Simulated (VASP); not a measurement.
Band structure of PbI₂ (space group P6_3mc). Computed with LDA (Ceperley-Alder, Perdew-Zunger), VASP's LDA PAW potentials (set 64) (plane waves; VASP).

Unless said otherwise, spin-orbit coupling is left out, though it shifts the bands of the heavy elements here.

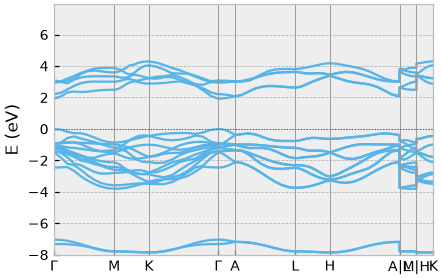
Figure: Bands along high-symmetry lines, zero at the valence-band maximum or, without a gap, the Fermi level

**Question.** Read the plot: is there a gap, and where are the band edges?

**Answer.** The gap is direct, 1.93 eV, from the valence maximum at Γ to the conduction minimum at Γ. (Edges off the drawn lines would not show.)

The structure comes from a computed database's PbI2 entry (P6_3mc); how it stands against other phases isn't given here. It was relaxed first, which changed the volume by -12 %.
